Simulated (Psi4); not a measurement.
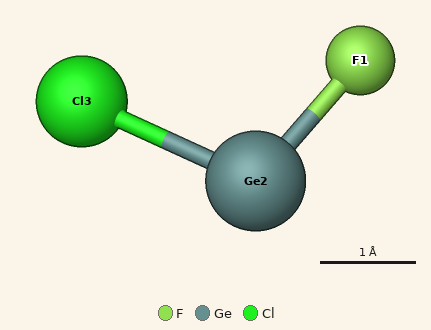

The structure as given in the input (ball-and-stick view, seen at a tilt; atoms are numbered from 1 in the order of the input). Sticks mark near contacts. Bond lengths as drawn: Cl–Ge 2.18 Å and F–Ge 1.75 Å.

## Property calculation, with input and output: GeClF

System: GeClF.
Method: B3LYP5/cc-pVTZ, RKS, sfX2C (Psi4 1.11).

The geometry comes from this level: PBE0-D4/def2-TZVP.

Input file (clfge.in):
```
memory 1600 mb

molecule system {
  F      0.110400     1.418700     0.206200
  Ge    -0.762800     0.035600    -0.410300
  Cl     0.641600    -1.519100     0.191000
}

set {
  basis cc-pVTZ
  scf_type df
  relativistic x2c
}

energy_value, wavefunction = energy("b3lyp5", return_wfn=True)
oeprop(wavefunction, "NO_OCCUPATIONS", "LOWDIN_CHARGES", "MULLIKEN_CHARGES", "MAYER_INDICES", "MBIS_CHARGES")
```

Launch command:
```bash
psi4 -i clfge.in -o clfge.out -n 1
```

The program's output:
```
Psi4 1.11 release

Relativistic analytic gradients are not implemented yet, re-routing to finite differences.

   => Loading Basis Set <=

    Name: CC-PVTZ
    Role: ORBITAL
    Keyword: BASIS

         ---------------------------------------------------------
                                   SCF
                              RKS Reference
                        1 Threads,   1525 MiB Core
         ---------------------------------------------------------

  ==> Geometry <==

    Molecular point group: cs
    Full point group: Cs

    Geometry (in Angstrom), charge = 0, multiplicity = 1:

       Center              X                  Y                   Z               Mass
    ------------   -----------------  -----------------  -----------------  -----------------
         F            0.487872817879     1.609328188104     0.000000000000    18.998403162730
         GE          -0.573631200357     0.220542632566     0.000000000000    73.921177761000
         CL           0.947548658401    -1.340548324844     0.000000000000    34.968852682000

  Running in cs symmetry.

  Rotational constants: A =      0.41908  B =      0.12426  C =      0.09584 [cm^-1]
  Rotational constants: A =  12563.66539  B =   3725.36707  C =   2873.36067 [MHz]
  Nuclear repulsion =  246.377351934708940

  Charge       = 0
  Multiplicity = 1
  Electrons    = 58
  Nalpha       = 29
  Nbeta        = 29

  ==> Algorithm <==

  SCF Algorithm Type is DF.
  DIIS enabled.
  MOM disabled.
  Fractional occupation disabled.
  Guess Type is SAD.
  Energy threshold   = 1.00e-06
  Density threshold  = 1.00e-06
  Integral threshold = 1.00e-12

  ==> Primary Basis <==

  Basis Set: CC-PVTZ
    Blend: CC-PVTZ
    Number of shells: 37
    Number of basis functions: 107
    Number of Cartesian functions: 123
    Spherical Harmonics?: true
    Max angular momentum: 3

  ==> DFT Potential <==

   => LibXC <=

    Version 7.1.2

   => Composite Functional: B3LYP5 <=

    B3LYP5 Hyb-GGA Exchange-Correlation Functional

    Deriv               =              1
    GGA                 =           TRUE
    Meta                =          FALSE

    Exchange Hybrid     =           TRUE
    MP2 Hybrid          =          FALSE

   => Exchange Functionals <=

    0.0800   Slater exchange
    0.7200         Becke 88

   => Exact (HF) Exchange <=

    0.2000               HF

   => Correlation Functionals <=

    0.1900   Vosko, Wilk & Nusair (VWN5)
    0.8100   Lee, Yang & Parr

   => LibXC Density Thresholds  <==

    XC_HYB_GGA_XC_B3LYP5:  1.00E-15

   => Molecular Quadrature <=

    Radial Scheme          =       TREUTLER
    Pruning Scheme         =           NONE
    Nuclear Scheme         =       TREUTLER

    Blocking Scheme        =         OCTREE
    BS radius alpha        =              1
    Pruning alpha          =              1
    Radial Points          =             75
    Spherical Points       =            302
    Total Points           =          64559
    Total Blocks           =            554
    Max Points             =            256
    Max Functions          =            107
    Weights Tolerance      =       1.00E-15

   => Loading Basis Set <=

    Name: (CC-PVTZ AUX)
    Role: JKFIT
    Keyword: DF_BASIS_SCF

   => Loading Basis Set <=

    Name: (CC-PVTZ AUX)
    Role: DECON
    Keyword: BASIS_RELATIVISTIC

  ==> Integral Setup <==

  DFHelper Memory: AOs need 0.038 GiB; user supplied 0.947 GiB.
  SCF_SUBTYPE=INCORE selected. In-core MEM_DF algorithm will be used.
  Using in-core AOs.

  ==> MemDFJK: Density-Fitted J/K Matrices <==

    J tasked:                   Yes
    K tasked:                   Yes
    wK tasked:                   No
    Memory [MiB]:               970
    Algorithm:                 Core
    Schwarz Cutoff:           1E-12
    Mask sparsity (%):       0.0000
    Fitting Condition:        1E-10

   => Auxiliary Basis Set <=

  Basis Set: (CC-PVTZ AUX)
    Blend: CC-PVTZ-JKFIT
    Number of shells: 113
    Number of basis functions: 407
    Number of Cartesian functions: 510
    Spherical Harmonics?: true
    Max angular momentum: 4

  Cached 100.0% of DFT collocation blocks in 0.170 [GiB].

 OEINTS: Using relativistic (X2C) overlap, kinetic, and potential integrals.
         ------------------------------------------------------------
         Spin-Free X2C Integrals at the One-Electron Level (SFX2C-1e)
         ------------------------------------------------------------

  ==> X2C Options <==

    Computational Basis: CC-PVTZ
    X2C Basis: (CC-PVTZ AUX)
    The X2C Hamiltonian will be computed in the X2C Basis

    Comparing only 72 out of 150 elements of H_Dirac

    Comparing only 35 out of 62 elements of H_Dirac

    The 1-norm of |H_X2C - H_Dirac| is: 475.780800104815

    WARNING: The X2C and Dirac Hamiltonians have substatially different eigenvalues!
             This is probably caused by the recontraction of the basis set.

  Minimum eigenvalue in the overlap matrix is 4.9003423820E-03.
  Reciprocal condition number of the overlap matrix is 1.3100483812E-03.
    Using symmetric orthogonalization.

  ==> Pre-Iterations <==

  SCF Guess: Superposition of Atomic Densities via on-the-fly atomic UHF (no occupation information).

   -------------------------
    Irrep   Nso     Nmo
   -------------------------
     A'        72      72
     A"        35      35
   -------------------------
    Total     107     107
   -------------------------

  ==> Iterations <==

                           Total Energy        Delta E     RMS |[F,P]|

   @DF-RKS iter SAD: -2651.86935602299855   -2.65187e+03   0.00000e+00
   @DF-RKS iter   1: -2654.43440036416223   -2.56504e+00   2.53389e-02 DIIS/ADIIS
   @DF-RKS iter   2: -2653.50643753924669    9.27963e-01   4.22784e-02 DIIS/ADIIS
   @DF-RKS iter   3: -2655.51297121643438   -2.00653e+00   2.18621e-03 DIIS/ADIIS
   @DF-RKS iter   4: -2655.51996062009630   -6.98940e-03   8.02265e-04 DIIS/ADIIS
   @DF-RKS iter   5: -2655.52086252832260   -9.01908e-04   3.67464e-04 DIIS/ADIIS
   @DF-RKS iter   6: -2655.52114504214296   -2.82514e-04   3.83698e-05 DIIS
   @DF-RKS iter   7: -2655.52114945680842   -4.41467e-06   1.13164e-05 DIIS
   @DF-RKS iter   8: -2655.52114987580444   -4.18996e-07   4.02098e-06 DIIS
   @DF-RKS iter   9: -2655.52114993850955   -6.27051e-08   6.70457e-07 DIIS
  Energy and wave function converged.

  ==> Post-Iterations <==

   Electrons on quadrature grid:
      Ntotal   =   57.9999617374 ; deviation = -3.826e-05

    Orbital Energies [Eh]
    ---------------------

    Doubly Occupied:

       1Ap  -403.486330     2Ap  -101.940704     3Ap   -51.018006
       1App  -44.863335     4Ap   -44.861527     5Ap   -44.860680
       6Ap   -24.681280     7Ap    -9.521305     8Ap    -7.228044
       2App   -7.225360     9Ap    -7.223773    10Ap    -6.444922
       3App   -4.504266    11Ap    -4.499338    12Ap    -4.496254
      13Ap    -1.255571    14Ap    -1.243441     4App   -1.243259
       5App   -1.240678    15Ap    -1.236607    16Ap    -1.146396
      17Ap    -0.822083    18Ap    -0.546328    19Ap    -0.428843
       6App   -0.419989    20Ap    -0.412382     7App   -0.336900
      21Ap    -0.329057    22Ap    -0.302201

    Virtual:

       8App   -0.109286    23Ap    -0.013698    24Ap     0.003463
      25Ap     0.110740    26Ap     0.164484     9App    0.165492
      27Ap     0.209409    10App    0.232766    28Ap     0.238185
      11App    0.252859    29Ap     0.277055    30Ap     0.314279
      12App    0.364656    31Ap     0.373786    32Ap     0.445101
      13App    0.474773    33Ap     0.488371    34Ap     0.560657
      14App    0.573567    35Ap     0.597928    36Ap     0.762564
      15App    0.849743    37Ap     0.873087    38Ap     0.916970
      16App    0.963507    39Ap     0.999381    17App    1.011566
      40Ap     1.056977    18App    1.063169    41Ap     1.110558
      42Ap     1.129441    19App    1.137518    43Ap     1.182319
      20App    1.190384    44Ap     1.207722    45Ap     1.257414
      46Ap     1.364006    21App    1.373993    47Ap     1.509336
      48Ap     1.800296    49Ap     1.913012    22App    1.915072
      23App    1.966588    50Ap     1.967867    51Ap     1.994956
      24App    2.012705    52Ap     2.016316    53Ap     2.054829
      25App    2.085884    54Ap     2.087477    55Ap     2.122676
      26App    2.138776    27App    2.227141    56Ap     2.236640
      57Ap     2.295232    58Ap     2.354532    28App    2.356636
      29App    2.404807    59Ap     2.533587    60Ap     2.929153
      61Ap     3.250742    30App    4.604602    62Ap     4.632287
      63Ap     4.787465    64Ap     4.888898    31App    6.872467
      32App    6.875181    65Ap     6.875443    66Ap     6.876736
      33App    6.898998    67Ap     6.908060    68Ap     6.917117
      34App    8.278872    69Ap     8.286949    35App    8.477612
      70Ap     8.497204    71Ap     8.612650    72Ap    10.884386

    Final Occupation by Irrep:
             Ap   App
    DOCC [    22,    7 ]
    NA   [    22,    7 ]
    NB   [    22,    7 ]

  @DF-RKS Final Energy: -2655.52114993850955

   => Energetics <=

    Nuclear Repulsion Energy =            246.3773519347089405
    One-Electron Energy =               -4181.3518647421697096
    Two-Electron Energy =                1374.2083665743955407
    DFT Exchange-Correlation Energy =     -94.7550037054445511
    Empirical Dispersion Energy =           0.0000000000000000
    VV10 Nonlocal Energy =                  0.0000000000000000
    Total Energy =                      -2655.5211499385095522

Computation Completed

Properties will be evaluated at   0.000000,   0.000000,   0.000000 [a0]

Properties computed using the SCF density matrix

 Multipole Moments:

 ------------------------------------------------------------------------------------
     Multipole            Electronic (a.u.)      Nuclear  (a.u.)        Total (a.u.)
 ------------------------------------------------------------------------------------

 L = 1.  Multiply by 2.5417464519 to convert [e a0] to [Debye]
 Dipole X            :         -4.9696982            4.0496531           -0.9200451
 Dipole Y            :          2.3018052           -2.3583850           -0.0565798
 Dipole Z            :          0.0000000            0.0000000            0.0000000
 Magnitude           :                                                    0.9217832

 ------------------------------------------------------------------------------------

	total time  =          4 seconds =       0.07 minutes

Properties will be evaluated at   0.000000,   0.000000,   0.000000 [a0]
OEProp: No title given, name of density matrix used for the following properties is 'SCF density'
  Mulliken Charges: (a.u.)
   Center  Symbol    Alpha    Beta     Spin     Total
       1     F     4.68579  4.68579  0.00000 -0.37158
       2    GE    15.67825 15.67825  0.00000  0.64351
       3    CL     8.63596  8.63596  0.00000 -0.27192

   Total alpha = 29.00000, Total beta = 29.00000, Total charge =  0.00000

  Lowdin Charges: (a.u.)
   Center  Symbol    Alpha    Beta     Spin     Total
       1     F     4.52852  4.52852  0.00000 -0.05703
       2    GE    16.00027 16.00027  0.00000 -0.00055
       3    CL     8.47121  8.47121  0.00000  0.05758

  Total alpha = 29.00000, Total beta = 29.00000, Total charge =  0.00000
  ==> Computing MBIS Charges <==

  Electron Count from Grid (Expected Number): 57.99996 (58.00000)
  Difference: -0.00004

  MBIS Charges: (a.u.)
   Center  Symbol  Z      Pop.       Charge
      1       F    9    9.390337   -0.390337
      2      GE   32   31.246987    0.753013
      3      CL   17   17.362637   -0.362637

  MBIS Dipoles: [e a0]
   Center  Symbol  Z        X           Y           Z
      1       F    9    0.063357    0.042804   -0.000000
      2      GE   32    0.552094    0.099819   -0.000000
      3      CL   17    0.290017   -0.244525    0.000000

  MBIS Quadrupoles: [e a0^2]
   Center  Symbol  Z      XX        XY        XZ        YY        YZ        ZZ
      1       F    9   -3.7711    0.0254   -0.0000   -3.7349    0.0000   -3.7639
      2      GE   32   -11.2720    0.1069    0.0000   -10.5191    0.0000   -9.8789
      3      CL   17   -10.0150   -0.0374    0.0000   -9.9431   -0.0000   -9.8894

  MBIS Octupoles: [e a0^3]
   Center  Symbol  Z      XXX       XXY       XXZ       XYY       XYZ       XZZ       YYY       YYZ       YZZ       ZZZ
      1       F    9    0.1200    0.0141    0.0000    0.0492   -0.0000    0.0322    0.0170   -0.0000   -0.0119    0.0000
      2      GE   32    2.6268    0.2540   -0.0000   -0.0454    0.0000    0.9733    0.2190   -0.0000    0.1383   -0.0000
      3      CL   17    1.6037   -0.5953    0.0000    0.6200   -0.0000    0.4663   -1.3614    0.0000   -0.3534   -0.0000

  MBIS Radial Moments:
   Center  Symbol  Z      [a0^2]      [a0^3]      [a0^4]
      1       F    9   11.269892   19.279509   39.535527
      2      GE   32   31.670035   76.627249   251.182890
      3      CL   17   29.847502   72.119672   210.374376

  MBIS Valence Widths: [a0]
   Center  Symbol  Z     Width
      1       F    9    0.348536
      2      GE   32    0.639129
      3      CL   17    0.531760

  MBIS Valence Charges: (a.u.)
   Center  Symbol  Z     Charge
      1       F    9   -7.774749
      2      GE   32   -4.586234
      3      CL   17   -8.744488

  Mayer Bond Indices:

  Irrep: 1 Size: 3 x 3

                 1                   2                   3

    1     0.00000000000000     1.03077519717817     0.02396859987850
    2     1.03077519717817     0.00000000000000     1.13699814445784
    3     0.02396859987850     1.13699814445784     0.00000000000000

  Atomic Valences:

 #  #
 Irrep: 1
      1:    1.054743797056669
      2:    2.167773341636016
      3:    1.160966744336342

  Natural Orbital Occupations:

  Total Occupations:
  HONO-2 :   20 Ap    2.000
  HONO-1 :   21 Ap    2.000
  HONO-0 :   22 Ap    2.000
  LUNO+0 :   23 Ap    0.000
  LUNO+1 :   24 Ap    0.000
  LUNO+2 :   25 Ap    0.000
  LUNO+3 :    8App    0.000

    Psi4 run time: 0:00:05.42
```

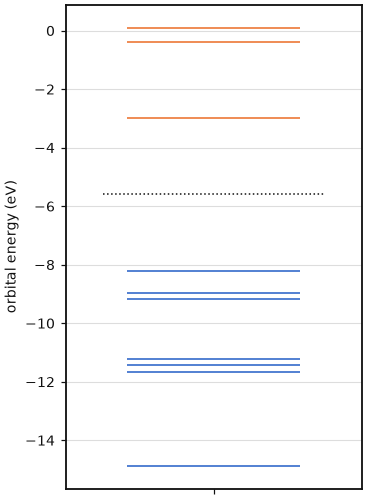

Orbital energies near the frontier; the dotted line parts filled from empty levels, and levels within 0.02 eV of each other stand side by side. Highest filled −8.22 eV, lowest empty −2.97 eV, 5.25 eV apart.

Results in brief:

| quantity | value |
| --- | --- |
| outcome | converged |
| total energy | −2655.521150 hartree |
| basis functions | 107 |
| HOMO | −8.22 eV |
| LUMO | −2.97 eV |
| dipole moment | 2.34 D |
| hardware | 1 thread of AMD EPYC (Zen 5), 16 GiB of memory available, shared host |
| wall time | 6 s |
| peak memory | 0.81 GiB |
